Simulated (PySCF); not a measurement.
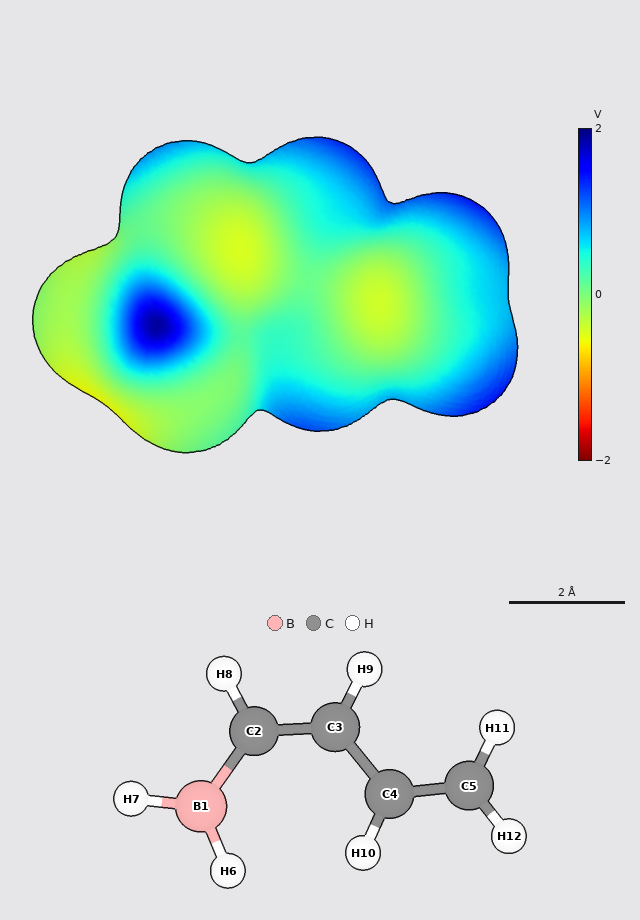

The picture shows: C$_{4}$H$_{7}$B (SMILES B/C=C\C=C). The molecular electrostatic potential painted on the density surface at 0.004 e/bohr³, seen across its widest extent; the colour scale runs from red (negative) to blue (positive). The bare structure is drawn below in the same view.

Geometry: GFN2-xTB.

The calculation used PBE0/def2-SVPD, SCF density, gas phase (PySCF 2.14.0).

```xyz
12

B     1.9992   -0.9022    0.3856
C     1.2705    0.4439    0.5392
C    -0.0070    0.7383    0.2095
C    -0.9666   -0.1695   -0.3647
C    -2.2134    0.1911   -0.6656
H     1.4783   -1.8502   -0.0580
H     3.1172   -0.9807    0.7250
H     1.8342    1.2710    0.9616
H    -0.3853    1.7432    0.3779
H    -0.6355   -1.1800   -0.5498
H    -2.5712    1.1937   -0.4915
H    -2.9193   -0.4992   -1.0953
```

Question: Describe the electrostatic potential map.

Answer: The most negative region (about −0.5 V) lies over H7, the most positive (about +1.8 V) over B1.
